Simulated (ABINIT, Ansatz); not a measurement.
# Quasiparticle gap of CdBr2 (P6_3mc) in ABINIT, part 2 of 3

Wanted: ground state, empty states, screening and self-energy for CdBr2 (P6_3mc).

ABINIT 10.8.3; LDA and many-body steps on it, plane waves. Known limits of the many-body steps: not at the basis limit; no spin-orbit coupling; coarse k mesh.

So far. Step 2 (Ground state): The gap is direct, at Γ.

The database entry behind the starting cell has ideal inner coordinates that were not refined, so it need not match the best structure at ambient conditions.

### Step 3. Bands along the symmetry lines

Level of this step: DFT, LDA, plane waves, norm-conserving pseudopotentials (ABINIT).

Levels along a band path, at the cheap level, show where the edges lie and whether the meshes to come will hold them.

The input, run.abi:

```
acell 3*1.0 Angstrom
rprim 
  3.985000000011 -0.000000000003 0.000000000000
  -1.992500000003 3.451111234092 0.000000000000
  0.000000000000 0.000000000000 12.561000000000
ntypat 2
znucl 48 35
natom 6
typat 1 1 2 2 2 2
xred 
  0.333333333333 0.666666666667 0.375000000000
  0.666666666667 0.333333333333 0.875000000000
  0.333333333333 0.666666666667 0.000000000000
  0.666666666667 0.333333333333 0.500000000000
  0.000000000000 0.000000000000 0.250000000000
  0.000000000000 0.000000000000 0.750000000000
pp_dirpath "pseudos"
pseudos "Cd.upf, Br.upf"
ecut 47
iscf -2
irdden 1
kptopt 0
nkpt 39
kpt 
  0.00000000 0.00000000 0.00000000
  0.12500000 0.00000000 0.00000000
  0.25000000 0.00000000 0.00000000
  0.37500000 0.00000000 0.00000000
  0.50000000 0.00000000 0.00000000
  0.45833333 0.08333333 0.00000000
  0.41666666 0.16666666 0.00000000
  0.37500000 0.25000000 0.00000000
  0.33333333 0.33333333 0.00000000
  0.25000000 0.25000000 0.00000000
  0.16666666 0.16666666 0.00000000
  0.08333333 0.08333333 0.00000000
  0.00000000 0.00000000 0.00000000
  0.00000000 0.00000000 0.12500000
  0.00000000 0.00000000 0.25000000
  0.00000000 0.00000000 0.37500000
  0.00000000 0.00000000 0.50000000
  0.12500000 0.00000000 0.50000000
  0.25000000 0.00000000 0.50000000
  0.37500000 0.00000000 0.50000000
  0.50000000 0.00000000 0.50000000
  0.45833333 0.08333333 0.50000000
  0.41666666 0.16666666 0.50000000
  0.37500000 0.25000000 0.50000000
  0.33333333 0.33333333 0.50000000
  0.25000000 0.25000000 0.50000000
  0.16666666 0.16666666 0.50000000
  0.08333333 0.08333333 0.50000000
  0.00000000 0.00000000 0.50000000
  0.50000000 0.00000000 0.50000000
  0.50000000 0.00000000 0.37500000
  0.50000000 0.00000000 0.25000000
  0.50000000 0.00000000 0.12500000
  0.50000000 0.00000000 0.00000000
  0.33333333 0.33333333 0.50000000
  0.33333333 0.33333333 0.37500000
  0.33333333 0.33333333 0.25000000
  0.33333333 0.33333333 0.12500000
  0.33333333 0.33333333 0.00000000
istwfk *1
nband 41
nbdbuf 2
tolwfr 1e-08
nstep 40
prtwf 0
prtvol 0
indata_prefix "in"
outdata_prefix "out"
tmpdata_prefix "tmp"
```

The run is started by

```console
$ OMP_NUM_THREADS=1 mpirun -n 8 abinit run.abi > log
```

Numbers of over 12 decimals in the logs are rounded to 6 here.

What it wrote:

```text
.Version 10.8.3 of ABINIT. v10.8.2 released Aug 2026.

 Symmetries : space group P6_3 m c (#186); Bravais hP (primitive hexag.)
[... echo of the input left out ...]
== DATASET  1 ==================================================================
-   mpi_nproc: 8, omp_nthreads: 1 (-1 if OMP is not activated)

--- !DatasetInfo
iteration_state: {dtset: 1, }
dimensions: {natom: 6, nkpt: 39, mband: 41, nsppol: 1, nspinor: 1, nspden: 1, mpw: 18043, }
cutoff_energies: {ecut:  47.0, pawecutdg:  -1.0, }
electrons: {nelect:   6.80000000E+01, charge:   0.00000000E+00, occopt:   1.00000000E+00, tsmear:   1.00000000E-02, }

 Real(R)+Recip(G) space primitive vectors, cartesian coordinates (Bohr,Bohr^-1):
 R(1)=  7.5305586  0.0000000  0.0000000  G(1)=  0.1327923  0.0766677  0.0000000
 R(2)= -3.7652793  6.5216551  0.0000000  G(2)=  0.0000000  0.1533353  0.0000000
 R(3)=  0.0000000  0.0000000 23.7368499  G(3)=  0.0000000  0.0000000  0.0421286
 Unit cell volume ucvol=  1.1657572E+03 bohr^3
 Angles (23,13,12)=  9.00000000E+01  9.00000000E+01  1.20000000E+02 degrees

 getcut: wavevector=  0.0000  0.0000  0.0000  ngfft=  48  48 150
         ecut(hartree)=     47.000   => boxcut(ratio)=   2.04764

--- Pseudopotential description ------------------------------------------------
- Cd Generated using ONCVPSP code by D. R. Hamann
- 48.00000  20.00000  180309                  znucl, zion, pspdat
12 -1012 2 -1 1336                            pspcod,pspxc,lmax,lloc,mmax
     nproj     2     2     2
  pspatm : epsatm=   23.37058476
         --- l  ekb(1:nproj) -->
             0   94.865817    3.943170
             1    8.821348    1.309255
             2    2.251838   -0.763126
 pspatm: atomic psp has been read  and splines computed

- Br Generated using ONCVPSP code by D. R. Hamann
- 35.00000   7.00000  180309                  znucl, zion, pspdat
12 -1012 2 -1 1084                            pspcod,pspxc,lmax,lloc,mmax
     nproj     2     2     2
  pspatm : epsatm=   10.24179696
         --- l  ekb(1:nproj) -->
[...]
pspatm: atomic psp has been read  and splines computed

--------------------------------------------------------------------------------

================================================================================
 prteigrs : about to open file out_EIG
 Non-SCF case, kpt    1 (  0.00000  0.00000  0.00000), residuals and eigenvalues=
  3.65E-09  3.10E-09  6.27E-09  9.71E-09  2.80E-09  3.39E-09  6.37E-09  6.55E-09
  4.24E-09  5.22E-09  4.31E-09  2.80E-09  3.15E-09  6.27E-09  3.29E-09  8.57E-09
  6.48E-09  4.49E-09  4.58E-09  6.78E-09  4.44E-09  8.09E-09  5.38E-09  5.97E-09
[...]
9.75E-09
 -3.6225E+00 -3.6225E+00 -2.1952E+00 -2.1952E+00 -2.1952E+00 -2.1952E+00
 -2.1951E+00 -2.1951E+00 -4.3826E-01 -4.3234E-01 -4.2279E-01 -4.1573E-01
 -1.8395E-01 -1.8395E-01 -1.8389E-01 -1.8389E-01 -1.7922E-01 -1.7813E-01
[...]
-2.1286E-02 -1.6470E-02 -1.6470E-02 -3.3165E-03  3.0378E-03  3.0378E-03
  3.8132E-02  5.2059E-02  5.2059E-02  6.6522E-02  2.2625E-01  2.2625E-01
  3.1959E-01  3.3341E-01  3.3341E-01  3.6078E-01  3.9485E-01

--- !ResultsGS
iteration_state: {dtset: 1, }
comment   : Summary of ground state results
lattice_vectors:
- [  7.5305586,  -0.0000000,   0.0000000, ]
- [ -3.7652793,   6.5216551,   0.0000000, ]
- [  0.0000000,   0.0000000,  23.7368499, ]
lattice_lengths: [   7.53056,    7.53056,   23.73685, ]
lattice_angles: [ 90.000,  90.000, 120.000, ] # degrees, (23, 13, 12)
lattice_volume:   1.1657572E+03
convergence: {deltae:  0.000E+00, res2:  0.000E+00, residm:  9.989E-09, diffor:  0.000E+00, }
etotal    :  -4.13883043E+02
entropy   :   0.00000000E+00
fermie    :   7.17576278E-02
cartesian_stress_tensor: null
pressure_GPa: null
xred      :
- [  3.3333E-01,   6.6667E-01,   3.7500E-01, Cd]
- [  6.6667E-01,   3.3333E-01,   8.7500E-01, Cd]
- [  3.3333E-01,   6.6667E-01,   1.1102E-16, Br]
- [  6.6667E-01,   3.3333E-01,   5.0000E-01, Br]
- [  3.7007E-17,   3.7007E-17,   2.5000E-01, Br]
- [  3.7007E-17,   3.7007E-17,   7.5000E-01, Br]
cartesian_forces: null
force_length_stats: {min: null, max: null, mean: null, }

 Integrated electronic density in atomic spheres:
 ------------------------------------------------
 Atom  Sphere_radius  Integrated_density
[...]
================================================================================

 ----iterations are completed or convergence reached----

 Mean square residual over all n,k,spin=   52.572E-10; max=  99.893E-10
 reduced coordinates (array xred) for    6 atoms
[...]
0.000000000000      0.000000000000      0.250000000000
       0.000000000000      0.000000000000      0.750000000000

 cartesian coordinates (angstrom) at end:
    1      1.67e-12     2.300741     4.710375
    2      1.992500     1.150370    10.990875
    3      1.67e-12     2.300741     0.000000
    4      1.992500     1.150370     6.280500
    5      0.000000     0.000000     3.140250
    6      0.000000     0.000000     9.420750
 length scales=  1.889726125908  1.889726125908  1.889726125908 bohr
              =  1.000000000000  1.000000000000  1.000000000000 angstroms
 prteigrs : about to open file out_EIG
 Eigenvalues (hartree) for nkpt=  39  k points:
 kpt#   1, nband= 41, wtk=  1.00000, kpt=  0.0000  0.0000  0.0000 (reduced coord)
[...]
kpt#   2, nband= 41, wtk=  1.00000, kpt=  0.1250  0.0000  0.0000 (reduced coord)
[...]
kpt#   3, nband= 41, wtk=  1.00000, kpt=  0.2500  0.0000  0.0000 (reduced coord)
[...]
kpt#  38, nband= 41, wtk=  1.00000, kpt=  0.3333  0.3333  0.1250 (reduced coord)
[...]
0.39431
 kpt#  39, nband= 41, wtk=  1.00000, kpt=  0.3333  0.3333  0.0000 (reduced coord)
[...]
-0.02129   -0.01647   -0.01647   -0.00332    0.00304    0.00304    0.03813    0.05206
   0.05206    0.06652    0.22625    0.22625    0.31959    0.33341    0.33341    0.36078
   0.39485

== END DATASET(S) ==============================================================
================================================================================

 -outvars: echo values of variables after computation  --------
            nband          41
             nkpt          39
          spgroup         186
 [... the other variables as echoed above ...]

 Calculation completed.
```

The job ended after 1.7 min (8 MPI ranks of Arm Neoverse V2, shared host; peak memory 1.2 GiB; 14 min of CPU time).

Numbers from this step:

| Property | Result |
| --- | --- |
| gap | 2.527 eV |
| k of the valence top | 0, 0, 0 |
| k of the conduction bottom | 0, 0, 0 |
| least direct gap | 2.527 eV |

The gap is 2.527 eV, as in the run before at this level.

The electronic bands at the labelled points (eV, zero at the top of the highest filled band):

```tsv
point	band 31	band 32	band 33	band 34	band 35	band 36	band 37	band 38
Γ	-0.14	-0.14	0.00	0.00	2.53	3.88	5.07	5.12
M	-0.51	-0.36	-0.14	-0.06	3.34	3.68	5.65	6.12
K	-0.92	-0.54	-0.54	-0.14	4.20	4.20	6.74	7.12
Γ	-0.14	-0.14	0.00	0.00	2.53	3.88	5.07	5.12
A	-0.06	-0.06	-0.06	-0.06	3.21	3.21	5.13	5.13
L	-0.40	-0.40	-0.20	-0.20	3.57	3.57	5.82	5.82
H	-0.49	-0.49	-0.48	-0.48	4.16	4.16	7.16	7.16
A	-0.06	-0.06	-0.06	-0.06	3.21	3.21	5.13	5.13
jump to L	-0.40	-0.40	-0.20	-0.20	3.57	3.57	5.82	5.82
M	-0.51	-0.36	-0.14	-0.06	3.34	3.68	5.65	6.12
jump to H	-0.49	-0.49	-0.48	-0.48	4.16	4.16	7.16	7.16
K	-0.92	-0.54	-0.54	-0.14	4.20	4.20	6.74	7.12
```

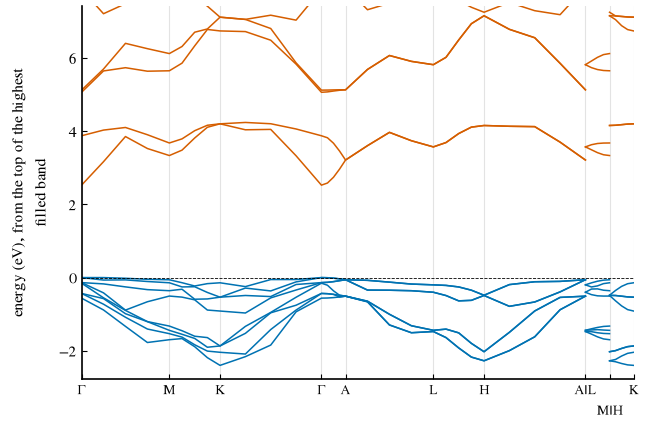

Electronic bands along the path; lines of filled and empty bands in two colours.

### Step 4. Empty states on the mesh, 3×3×1 mesh, 380 bands

The sums over transitions need many empty states on a uniform mesh; this step solves for them.

The input, run.abi:

```
acell 3*1.0 Angstrom
rprim 
  3.985000000011 -0.000000000003 0.000000000000
  -1.992500000003 3.451111234092 0.000000000000
  0.000000000000 0.000000000000 12.561000000000
ntypat 2
znucl 48 35
natom 6
typat 1 1 2 2 2 2
xred 
  0.333333333333 0.666666666667 0.375000000000
  0.666666666667 0.333333333333 0.875000000000
  0.333333333333 0.666666666667 0.000000000000
  0.666666666667 0.333333333333 0.500000000000
  0.000000000000 0.000000000000 0.250000000000
  0.000000000000 0.000000000000 0.750000000000
pp_dirpath "pseudos"
pseudos "Cd.upf, Br.upf"
ecut 47
ngkpt 3 3 1
nshiftk 1
shiftk 0 0 0
kptopt 1
chksymbreak 0
iscf -2
irdden 1
istwfk *1
nband 380
nbdbuf 34
tolwfr 1e-09
nstep 60
prtvol 0
indata_prefix "in"
outdata_prefix "out"
tmpdata_prefix "tmp"
```

The run is started by

```console
$ OMP_NUM_THREADS=2 mpirun -n 3 abinit run.abi > log
```

What it wrote:

```text
.Version 10.8.3 of ABINIT. v10.8.2 released Aug 2026.

 Symmetries : space group P6_3 m c (#186); Bravais hP (primitive hexag.)
[... echo of the input left out ...]
== DATASET  1 ==================================================================
-   mpi_nproc: 3, omp_nthreads: 2 (-1 if OMP is not activated)

--- !DatasetInfo
iteration_state: {dtset: 1, }
dimensions: {natom: 6, nkpt: 3, mband: 380, nsppol: 1, nspinor: 1, nspden: 1, mpw: 18043, }
cutoff_energies: {ecut:  47.0, pawecutdg:  -1.0, }
electrons: {nelect:   6.80000000E+01, charge:   0.00000000E+00, occopt:   1.00000000E+00, tsmear:   1.00000000E-02, }

 Real(R)+Recip(G) space primitive vectors, cartesian coordinates (Bohr,Bohr^-1):
 R(1)=  7.5305586  0.0000000  0.0000000  G(1)=  0.1327923  0.0766677  0.0000000
 R(2)= -3.7652793  6.5216551  0.0000000  G(2)=  0.0000000  0.1533353  0.0000000
 R(3)=  0.0000000  0.0000000 23.7368499  G(3)=  0.0000000  0.0000000  0.0421286
 Unit cell volume ucvol=  1.1657572E+03 bohr^3
 Angles (23,13,12)=  9.00000000E+01  9.00000000E+01  1.20000000E+02 degrees

 getcut: wavevector=  0.0000  0.0000  0.0000  ngfft=  48  48 150
         ecut(hartree)=     47.000   => boxcut(ratio)=   2.04764

--- Pseudopotential description ------------------------------------------------
- Cd Generated using ONCVPSP code by D. R. Hamann
- 48.00000  20.00000  180309                  znucl, zion, pspdat
12 -1012 2 -1 1336                            pspcod,pspxc,lmax,lloc,mmax
     nproj     2     2     2
  pspatm : epsatm=   23.37058476
         --- l  ekb(1:nproj) -->
             0   94.865817    3.943170
             1    8.821348    1.309255
             2    2.251838   -0.763126
 pspatm: atomic psp has been read  and splines computed

- Br Generated using ONCVPSP code by D. R. Hamann
- 35.00000   7.00000  180309                  znucl, zion, pspdat
12 -1012 2 -1 1084                            pspcod,pspxc,lmax,lloc,mmax
     nproj     2     2     2
  pspatm : epsatm=   10.24179696
         --- l  ekb(1:nproj) -->
[...]
pspatm: atomic psp has been read  and splines computed

--------------------------------------------------------------------------------

================================================================================
 prteigrs : about to open file out_EIG
 Non-SCF case, kpt    1 (  0.00000  0.00000  0.00000), residuals and eigenvalues=
  6.64E-10  3.86E-10  4.08E-10  7.50E-10  5.81E-10  8.09E-10  6.37E-10  5.87E-10
  7.74E-10  1.31E-10  4.80E-10  4.09E-10  1.48E-10  2.31E-10  2.10E-10  2.38E-10
  3.32E-10  8.22E-10  2.15E-10  7.28E-10  1.47E-10  7.75E-10  3.35E-10  4.72E-10
[...]
6.55E-05  1.07E-04  7.96E-05  1.20E-05
 -3.6225E+00 -3.6225E+00 -2.1952E+00 -2.1952E+00 -2.1952E+00 -2.1952E+00
 -2.1951E+00 -2.1951E+00 -4.3826E-01 -4.3234E-01 -4.2279E-01 -4.1573E-01
 -1.8395E-01 -1.8395E-01 -1.8389E-01 -1.8389E-01 -1.7922E-01 -1.7813E-01
[...]
3.2317E+00  3.2413E+00  3.2414E+00  3.2420E+00  3.2427E+00  3.2473E+00
  3.2475E+00  3.2491E+00  3.2495E+00  3.2511E+00  3.2515E+00  3.2530E+00
  3.2730E+00  3.2747E+00
 prteigrs : prtvol=0 or 1, do not print more k-points.

--- !ResultsGS
iteration_state: {dtset: 1, }
comment   : Summary of ground state results
lattice_vectors:
- [  7.5305586,  -0.0000000,   0.0000000, ]
- [ -3.7652793,   6.5216551,   0.0000000, ]
- [  0.0000000,   0.0000000,  23.7368499, ]
lattice_lengths: [   7.53056,    7.53056,   23.73685, ]
lattice_angles: [ 90.000,  90.000, 120.000, ] # degrees, (23, 13, 12)
lattice_volume:   1.1657572E+03
convergence: {deltae:  0.000E+00, res2:  0.000E+00, residm:  9.983E-10, diffor:  0.000E+00, }
etotal    :  -4.13883043E+02
entropy   :   0.00000000E+00
fermie    :   7.17576278E-02
cartesian_stress_tensor: null
pressure_GPa: null
xred      :
- [  3.3333E-01,   6.6667E-01,   3.7500E-01, Cd]
- [  6.6667E-01,   3.3333E-01,   8.7500E-01, Cd]
- [  3.3333E-01,   6.6667E-01,   1.1102E-16, Br]
- [  6.6667E-01,   3.3333E-01,   5.0000E-01, Br]
- [  3.7007E-17,   3.7007E-17,   2.5000E-01, Br]
- [  3.7007E-17,   3.7007E-17,   7.5000E-01, Br]
cartesian_forces: null
force_length_stats: {min: null, max: null, mean: null, }

 Integrated electronic density in atomic spheres:
 ------------------------------------------------
 Atom  Sphere_radius  Integrated_density
[...]
================================================================================

 ----iterations are completed or convergence reached----

 Mean square residual over all n,k,spin=   42.532E-11; max=  99.828E-11
 reduced coordinates (array xred) for    6 atoms
[...]
0.000000000000      0.000000000000      0.250000000000
       0.000000000000      0.000000000000      0.750000000000

 cartesian coordinates (angstrom) at end:
    1      1.67e-12     2.300741     4.710375
    2      1.992500     1.150370    10.990875
[...]
6      0.000000     0.000000     9.420750
 length scales=  1.889726125908  1.889726125908  1.889726125908 bohr
              =  1.000000000000  1.000000000000  1.000000000000 angstroms
 prteigrs : about to open file out_EIG
 Eigenvalues (hartree) for nkpt=   3  k points:
 kpt#   1, nband=380, wtk=  0.11111, kpt=  0.0000  0.0000  0.0000 (reduced coord)
[...]
3.20569    3.20570    3.21435    3.22087    3.22228    3.23043    3.23165    3.24130
   3.24142    3.24196    3.24265    3.24730    3.24751    3.24913    3.24947    3.25106
   3.25150    3.25303    3.27299    3.27468
 prteigrs : prtvol=0 or 1, do not print more k-points.

== END DATASET(S) ==============================================================
================================================================================

 -outvars: echo values of variables after computation  --------
            nband         380
             nkpt           3
          spgroup         186
 [... the other variables as echoed above ...]

 Calculation completed.
```

The job ended after 5.9 min (3 MPI ranks; peak memory 0.71 GiB).

This step gave:

```
gap                                                           : 2.527 eV
k of the valence top                                          : 0, 0, 0
k of the conduction bottom                                    : 0, 0, 0
least direct gap                                              : 2.527 eV
k points computed                                             : 3
lowest point of the top converged band, above the valence top : 80.8064 eV
```

On this mesh the gap is 2.527 eV.

### Step 5. Screening, 3×3×1 mesh, 346 bands, screening to 217.7 eV

The RPA dielectric matrix is built and inverted for each q.

This step: RPA screening on LDA, plane waves, norm-conserving pseudopotentials.

run.abi: that of step 4 with these lines changed.

```diff
@@ -24,10 +24,11 @@
 chksymbreak 0
-iscf -2
-irdden 1
 istwfk *1
-nband 380
-nbdbuf 34
-tolwfr 1e-09
-nstep 60
-prtvol 0
+occopt 1
+irdwfk 1
+optdriver 3
+nband 346
+ecuteps 8
+inclvkb 2
+awtr 1
+symchi 1
 indata_prefix "in"
```

The run is started by

```console
$ OMP_NUM_THREADS=1 mpirun -n 8 abinit run.abi > log
```

What it wrote:

```text
.Version 10.8.3 of ABINIT. v10.8.2 released Aug 2026.

 Symmetries : space group P6_3 m c (#186); Bravais hP (primitive hexag.)
[... echo of the input left out ...]
== DATASET  1 ==================================================================
-   mpi_nproc: 8, omp_nthreads: 1 (-1 if OMP is not activated)

--- !DatasetInfo
iteration_state: {dtset: 1, }
dimensions: {natom: 6, nkpt: 3, mband: 346, nsppol: 1, nspinor: 1, nspden: 1, mpw: 18043, }
cutoff_energies: {ecut:  47.0, pawecutdg:  -1.0, }
electrons: {nelect:   6.80000000E+01, charge:   0.00000000E+00, occopt:   1.00000000E+00, tsmear:   1.00000000E-02, }

 SCREENING: Calculation of the susceptibility and dielectric matrices

 Based on a program developped by R.W. Godby, V. Olevano, G. Onida, and L. Reining.
 Incorporated in ABINIT by V. Olevano, G.-M. Rignanese, and M. Torrent.
.Using double precision arithmetic ; gwpc =  8

[... cell and pseudopotentials left out ...]
--------------------------------------------------------------------------------

 ==== K-mesh for the wavefunctions ====
 Number of points in the irreducible wedge :     3
[... list of points left out ...]
 Together with 12 symmetry operations and time-reversal symmetry
 yields     9 points in the full Brillouin Zone.

 ==== Q-mesh for the screening function ====
 Number of points in the irreducible wedge :     3
[... list of points left out ...]
 Together with 12 symmetry operations and time-reversal symmetry
 yields     9 points in the full Brillouin Zone.

 setmesh: FFT mesh size selected  =    30x   30x  108
          total number of points  =        97200

 vcoul_init : cutoff-mode = AUXILIARY_FUNCTION
 q-points for optical limit:   1
     1)      0.000010    0.000020    0.000030

- screening: taking advantage of time-reversal symmetry
- Maximum band index for partially occupied states nbvw = 34
- Remaining bands to be divided among processors   nbcw = 312
- Number of bands treated by each node ~39

 Number of electrons calculated from density =   68.0000; Expected =   68.0000
 average of density, n =  0.058331
 r_s =    1.5996
 omega_plasma =   23.2973 [eV]

 calculating chi0 at frequencies [eV] :
  1    0.000000E+00    0.000000E+00
  2    0.000000E+00    2.329732E+01

--------------------------------------------------------------------------------
  q-point number  1        q = ( 0.000000, 0.000000, 0.000000) [r.l.u.]
--------------------------------------------------------------------------------
[... chi0 elements left out ...]
 For q-point:  0.000010 0.000020 0.000030
  dielectric constant =   5.3786
  dielectric constant without local fields =   6.1195

  Average fulfillment of the sum rule on Im[epsilon] for q-point    1 :     79.41  [%]
[... wings left out ...]
  q-point number  2        q = ( 0.333333, 0.000000, 0.000000) [r.l.u.]
--------------------------------------------------------------------------------
[... chi0 elements left out ...]
  Average fulfillment of the sum rule on Im[epsilon] for q-point    2 :     78.32  [%]

 [... 1 further q-points ...]
```

It took 2.3 min on 8 MPI ranks; peak memory 5.1 GiB; 19 min of CPU time.

This step gave:

| Item | Value |
| --- | --- |
| ε∞ with local fields, on this mesh, along the program's q direction | 5.379 |
| the same without local fields | 6.120 |
| plasma frequency | 23.30 eV |
| plane waves in the screening matrix | 1267 |

Local fields lower ε∞ by 12 %. On a Γ-centred mesh this coarse the value itself is usually too large, while a short band sum pulls it down.

(Part 2 of 3 ends here.)

[Paths, hosts, dates, memory and timing lines, banners, echoed tables and standing remarks are left out of the program output.]

[Logs are printed without paths, hosts, clocks, repeated set-up lines and the standing remarks that a program may print on its own settings, such as how far it seeks lower states.]

[Runs of the session that timed out or met a known fault of the program may be left out.]

[Hosts, paths, dates, database ids (printed as entryN), source tags and the programs' standing remarks are cut or masked in the printed files.]

[G0W0 gaps are taken among the corrected bands and points alone; a level outside them can change the order at an edge.]

[Where Ansatz stands beside ABINIT at settings called matched, ABINIT's density can come from a denser mesh and the files from another edition; pairs whose starting gaps differed by over 0.03 eV were left out, so agreement reads better than it is.]
